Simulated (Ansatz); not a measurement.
**UPBE0/STO-3G run of BHClO (SMILES O[B]Cl)**

Aim: the energy change on altering one bond length of BHClO at UPBE0/STO-3G, from 2 runs. 

The results are computed with Ansatz 0.2.0.

62 further runs of the same task are left out: 62 set aside as unsound or not needed.

## 1. The system as given

The species is BHClO (4 atoms), meant as a doublet with charge 0. SMILES: `O[B]Cl`. Geometry: relaxed at PBE0-D4/def2-TZVP.

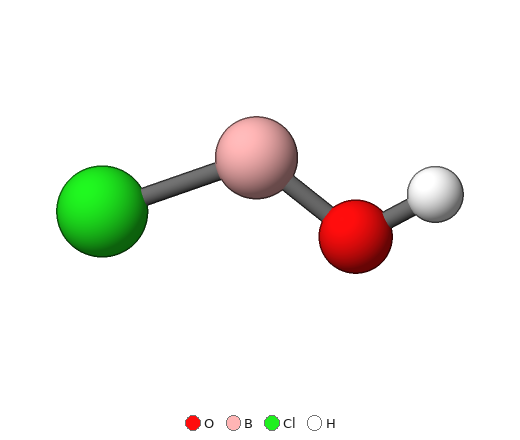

The structure, seen from a chosen angle (oxygen red, boron pink, chlorine green, hydrogen white).

## 2. The energy at UPBE0/STO-3G

run.yaml

```yaml
crystal:
  periodic: [false, false, false]
  atoms:
    - symbol: O
      position_ang: [0.545600, 0.191100, -0.589300]
    - symbol: B
      position_ang: [-0.429900, 0.065600, 0.312600]
    - symbol: Cl
      position_ang: [-0.557200, -1.323200, 1.352900]
    - symbol: H
      position_ang: [0.497000, 1.006200, -1.096500]
basis:
  gaussian: {orbitals: STO-3G}
magnetization: {spin_polarized: true, initial_magnetization: 1}
hamiltonian: {xc: pbe0}
accuracy: high
```

On the command line:

```bash
$ ansatz run run.yaml --threads 1 --pin off --max-ram 2610MiB --events-out events.jsonl --progress --plain --runs-dir runs
```

The log of the run:

```text
Warning: RAYON_NUM_THREADS=1 ignored (pool sized by the plan → 1); use --threads N
Functional definition: PBE0
  name "PBE0"
  parameter a = 0.25
  parameter kappa = 0.804
  parameter beta = 0.06672455060314922
  exchange = (1 - a)*pbe_x(kappa = kappa, mu = beta*pi^2/3) + a*exact_x
  correlation = pbe_c(beta = beta)
349 factors; integrals over basis functions are off by at most 3.1e-8 eV
mean field evaluation 1: about -15081.4814 eV, gradient 9.3e0 eV
mean field evaluation 2: about -15081.7274 eV, gradient 9.5e0 eV
mean field evaluation 4: about -15082.2921 eV, gradient 6.3e-1 eV
mean field evaluation 8: about -15082.2923 eV, gradient 7.9e-3 eV
mean field evaluation 16: about -15082.2923 eV, gradient 1.7e-7 eV
mean field -15082.29231299 eV, -554.2640193576 hartree, gradient 2.8e-8 eV, S^2 0.753184; 0 other end points of the search recorded, 0 dependent functions left out
reference -15082.29231426 eV, -554.2640194043 hartree; 16, 15 occupied and 4, 5 virtual orbitals, 349 factors
Total energy: -15082.29231426 eV, -554.2640194043 hartree
```

Run time: 1.7 s. Hardware: 1 thread of Arm Neoverse V1, shared host; peak memory 0.12 GiB.

## 3. The distorted shape, same level

job.yaml

```yaml
basis:
  gaussian: {orbitals: STO-3G}
crystal:
  periodic: [false, false, false]
  atoms:
    - symbol: O
      position_ang: [0.557752, -0.012707, -0.462480]
    - symbol: B
      position_ang: [-0.417748, -0.138207, 0.439420]
    - symbol: Cl
      position_ang: [-0.545048, -1.527007, 1.479720]
    - symbol: H
      position_ang: [0.497000, 1.006200, -1.096500]
magnetization: {spin_polarized: true, initial_magnetization: 1}
hamiltonian: {xc: pbe0}
accuracy: high
```

On the command line:

```bash
$ ansatz run job.yaml --threads 1 --pin off --max-ram 2610MiB --events-out events.jsonl --progress --plain --runs-dir runs
```

The log of the run:

```text
Warning: RAYON_NUM_THREADS=1 ignored (pool sized by the plan → 1); use --threads N
Functional definition: PBE0
  name "PBE0"
  parameter a = 0.25
  parameter kappa = 0.804
  parameter beta = 0.06672455060314922
  exchange = (1 - a)*pbe_x(kappa = kappa, mu = beta*pi^2/3) + a*exact_x
  correlation = pbe_c(beta = beta)
348 factors; integrals over basis functions are off by at most 3.6e-8 eV
mean field evaluation 1: about -15080.8271 eV, gradient 9.2e0 eV
mean field evaluation 2: about -15081.0297 eV, gradient 1.0e1 eV
mean field evaluation 4: about -15081.6825 eV, gradient 6.5e-1 eV
mean field evaluation 8: about -15081.6731 eV, gradient 2.3e-2 eV
mean field evaluation 16: about -15081.6732 eV, gradient 3.7e-6 eV
mean field -15081.67315562 eV, -554.2412657439 hartree, gradient 7.8e-8 eV, S^2 0.753708; 0 other end points of the search recorded, 0 dependent functions left out
reference -15081.67315690 eV, -554.2412657909 hartree; 16, 15 occupied and 4, 5 virtual orbitals, 348 factors
Total energy: -15081.67315690 eV, -554.2412657909 hartree
```

It took 1.7 s on 1 thread of Arm Neoverse V1, shared host; peak memory 0.12 GiB.

## 4. Outcome

Level: UPBE0/STO-3G.

```
                                                         quantity          value
                                        first shape: total energy  -554.26402 Eh
                                                first shape: ⟨S²⟩          0.753
                                    distorted shape: total energy  -554.24127 Eh
                                            distorted shape: ⟨S²⟩          0.754
energy change with the O1–H4 bond stretched from 0.961 to 1.202 Å       0.619 eV
```

In words: With the O1–H4 bond stretched from 0.961 to 1.202 Å the energy rises by 0.62 eV (14.3 kcal/mol). The first shape isn't relaxed at this level, so the change isn't measured from a minimum. The minimal basis adds a large error of its own.
